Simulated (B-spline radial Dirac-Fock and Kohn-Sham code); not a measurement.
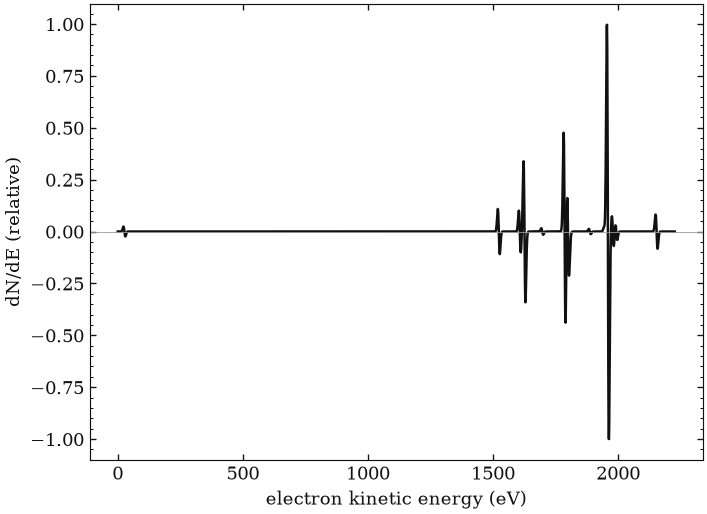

Auger and Coster–Kronig groups that fill an L2 (2p1/2) hole, broadened by 9.0 eV full width and differentiated. Kinetic energies count from the vacuum level; very weak lines are left out. System: Nb⁴⁺ in the configuration [Kr] 4d1. Method: independent-particle Coulomb rates on relativistic LDA orbitals, configuration-average energies from Dirac–Fock (computed with a radial B-spline solver).

Which group is strongest?

Answer. L2-M4M5 at 1.959 keV, 31 % of the non-radiative width.
